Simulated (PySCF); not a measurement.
# FCI/STO-3G run of SiO (SMILES O=[Si])

What is the energy change on altering one bond length of SiO at FCI/STO-3G? 

The results are computed with PySCF 2.14.0.

32 further runs of the same task are left out: 14 that didn't finish, 18 set aside as unsound or not needed.

### 1 The system as given

SiO: 2 atoms, total charge 0, spin state singlet. SMILES: `O=[Si]`. The shape is that of a PBE0-D4/def2-TZVP optimisation.

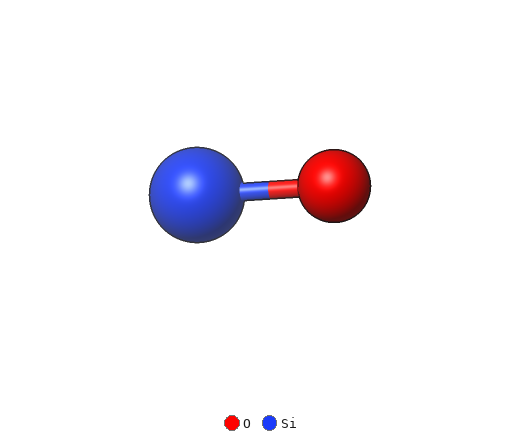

Viewed from a chosen angle; oxygen red, silicon blue.

### 2 The energy at FCI/STO-3G

File mol.xyz:

```xyz
2
OSi
O     -0.640700     0.231500    -0.324000
Si     0.640700    -0.231500     0.324000
```

File calc.py:

```python
from pyscf import gto, mcscf
from pyscf import fci

mol = gto.Mole()
mol.atom = 'mol.xyz'
mol.verbose = 4
mol.charge = 0
mol.basis = 'sto-3g'
mol.max_memory = 1860
mol.build()

mf = mol.RHF()
mf.conv_tol = 1e-10
mf.kernel()
if not mf.converged:
    mf = mf.newton().run(mf.mo_coeff, mf.mo_occ)

cas = mcscf.CASCI(mf, mf.mo_coeff.shape[-1] - 6, (mol.nelec[0] - 6, mol.nelec[1] - 6))  # full CI above the frozen core
cas.fcisolver = fci.direct_spin0.FCI(mol)  # even spin states alone
cas.kernel()
print('<S^2> = %.4f' % cas.fcisolver.spin_square(cas.ci, cas.ncas, cas.nelecas)[0])
energy = cas.e_tot
print('Final energy', energy)
```

Launch:

```
$ OMP_NUM_THREADS=1 python calc.py
```

The program printed:

```text
PySCF version 2.14.0

[INPUT] num. atoms = 2
[INPUT] num. electrons = 22
[INPUT] charge = 0
[INPUT] spin (= nelec alpha-beta = 2S) = 0
[INPUT] symmetry False subgroup None
[INPUT] Mole.unit = angstrom
[INPUT] Symbol           X                Y                Z      unit          X                Y                Z       unit  Magmom
[INPUT]  1 O     -0.640700000000   0.231500000000  -0.324000000000 AA   -1.210747528009   0.437471597837  -0.612271264359 Bohr   0.0
[INPUT]  2 Si     0.640700000000  -0.231500000000   0.324000000000 AA    1.210747528009  -0.437471597837   0.612271264359 Bohr   0.0

nuclear repulsion = 39.2833323697854
number of shells = 8
number of NR pGTOs = 42
number of NR cGTOs = 14
basis = sto-3g
ecp = {}

******** <class 'pyscf.scf.hf.RHF'> ********
method = RHF
initial guess = minao
damping factor = 0
level_shift factor = 0
DIIS = <class 'pyscf.scf.diis.CDIIS'>
diis_start_cycle = 1
diis_space = 8
diis_damp = 0
SCF conv_tol = 1e-10
SCF conv_tol_grad = None
SCF max_cycles = 50
direct_scf = True
direct_scf_tol = 1e-13
Set gradient conv threshold to 1e-05
Initial guess from minao.
init E= -359.071156991951
  HOMO = -0.291045942448781  LUMO = 0.114558994769462  gap/eV = 11.03707
cycle= 1 E= -359.184734737854  delta_E= -0.114  |g|= 0.66  |ddm|=    2
  HOMO = -0.0846413702561566  LUMO = 0.324707341164171  gap/eV = 11.13895
cycle= 2 E= -358.950241335564  delta_E= 0.234  |g|= 1.27  |ddm|= 2.25
  HOMO = -0.26013559134829  LUMO = 0.282075654108768  gap/eV = 14.75432
cycle= 3 E= -359.39673778797  delta_E= -0.446  |g|= 0.0736  |ddm|= 1.18
  HOMO = -0.282514508678162  LUMO = 0.294633709972995  gap/eV = 15.70500
cycle= 4 E= -359.398453912742  delta_E= -0.00172  |g|= 0.00276  |ddm|= 0.0865
  HOMO = -0.28188211503165  LUMO = 0.292986885025929  gap/eV = 15.64298
cycle= 5 E= -359.398457992435  delta_E= -4.08e-06  |g|= 0.000411  |ddm|= 0.00651
  HOMO = -0.281901979750919  LUMO = 0.293032566297079  gap/eV = 15.64477
cycle= 6 E= -359.398458126728  delta_E= -1.34e-07  |g|= 0.000357  |ddm|= 0.00124
  HOMO = -0.281977319024192  LUMO = 0.293058723632772  gap/eV = 15.64753
cycle= 7 E= -359.398458182566  delta_E= -5.58e-08  |g|= 6.1e-05  |ddm|= 0.000799
  HOMO = -0.281988666310783  LUMO = 0.29306593279327  gap/eV = 15.64803
cycle= 8 E= -359.398458184005  delta_E= -1.44e-09  |g|= 1.18e-05  |ddm|= 0.000119
  HOMO = -0.28199116970957  LUMO = 0.293067596543597  gap/eV = 15.64815
cycle= 9 E= -359.398458184056  delta_E= -5.13e-11  |g|= 1.29e-07  |ddm|= 2.45e-05
  HOMO = -0.281991135889795  LUMO = 0.29306757508175  gap/eV = 15.64814
Extra cycle  E= -359.398458184056  delta_E= -1.71e-13  |g|= 1.14e-07  |ddm|= 2.92e-07
converged SCF energy = -359.398458184056

******** <class 'pyscf.mcscf.casci.CASCI'> ********
CAS (5e+5e, 8o), ncore = 6, nvir = 0
natorb = False
canonicalization = True
sorting_mo_energy = False
******** <class 'pyscf.fci.direct_spin0.FCISolver'> ********
max. cycles = 100
conv_tol = 1e-10
davidson only = False
linear dependence = 1e-14
level shift = 0.001
max iter space = 12
nroots = 1
pspace_size = 400
spin = None
Density matrix diagonal elements [1.99359679 1.98070306 1.9093121  1.9093121  1.96055722 0.10401254
 0.10401254 0.03849365]
CASCI converged
CASCI E = -359.545835419756  E(CI) = -27.5273258127020  S^2 = 0.0000000
<S^2> = 0.0000
Final energy -359.5458354197559
```

Run time: 0.8 s. Hardware: 1 thread of Arm Neoverse V1, shared host; peak memory 0.12 GiB.

### 3 The distorted shape, same level

File job.py:

```python
from pyscf import gto, scf, mcscf
from pyscf import fci

mol = gto.M(
    atom='''
O     -1.281407     0.463003    -0.648004
Si     0.640700    -0.231500     0.324000
''',
    verbose=3,
    max_memory=1860,
    charge=0,
    basis='sto-3g',
)

mf = scf.RHF(mol)
mf.conv_tol = 1e-10
mf.kernel()
if not mf.converged:
    mf = mf.newton().run(mf.mo_coeff, mf.mo_occ)

cas = mcscf.CASCI(mf, mf.mo_coeff.shape[-1] - 6, (mol.nelec[0] - 6, mol.nelec[1] - 6))  # full CI above the frozen core
cas.fcisolver = fci.direct_spin0.FCI(mol)  # even spin states alone
cas.kernel()
print('<S^2> = %.4f' % cas.fcisolver.spin_square(cas.ci, cas.ncas, cas.nelecas)[0])
etot = cas.e_tot
print('Final energy', etot)
```

Launch:

```
$ OMP_NUM_THREADS=1 python job.py
```

The program printed:

```text
converged SCF energy = -359.137747822722
CASCI E = -359.368304917298  E(CI) = -24.5432030748827  S^2 = 0.0000000
<S^2> = 0.0000
Final energy -359.3683049172982
```

Wall time 0.91 s (1 thread of Arm Neoverse V1, shared host); peak memory 0.12 GiB.

### 4 Outcome

At FCI/STO-3G, 6 core orbitals frozen:

| quantity | value |
| --- | --- |
| first shape: total energy | -359.54584 Eh |
| first shape: dipole moment (Hartree–Fock density) | 1.90 D |
| first shape: HOMO energy (Hartree–Fock orbitals) | -7.67 eV |
| first shape: LUMO energy (Hartree–Fock orbitals) | 7.97 eV |
| first shape: HOMO–LUMO gap (Hartree–Fock orbitals) | 15.65 eV |
| first shape: correlation energy (6 core orbitals frozen) | -147.4 mEh |
| distorted shape: total energy | -359.36830 Eh |
| distorted shape: dipole moment (Hartree–Fock density) | 3.35 D |
| distorted shape: HOMO energy (Hartree–Fock orbitals) | -3.79 eV |
| distorted shape: LUMO energy (Hartree–Fock orbitals) | 5.78 eV |
| distorted shape: HOMO–LUMO gap (Hartree–Fock orbitals) | 9.57 eV |
| distorted shape: correlation energy (6 core orbitals frozen) | -230.6 mEh |
| energy change with the O1–Si2 bond stretched from 1.509 to 2.263 Å | 4.831 eV |

With the O1–Si2 bond stretched from 1.509 to 2.263 Å the energy rises by 4.83 eV (111 kcal/mol). The first shape isn't relaxed at this level, so the change isn't measured from a minimum. The minimal basis adds a large error of its own.
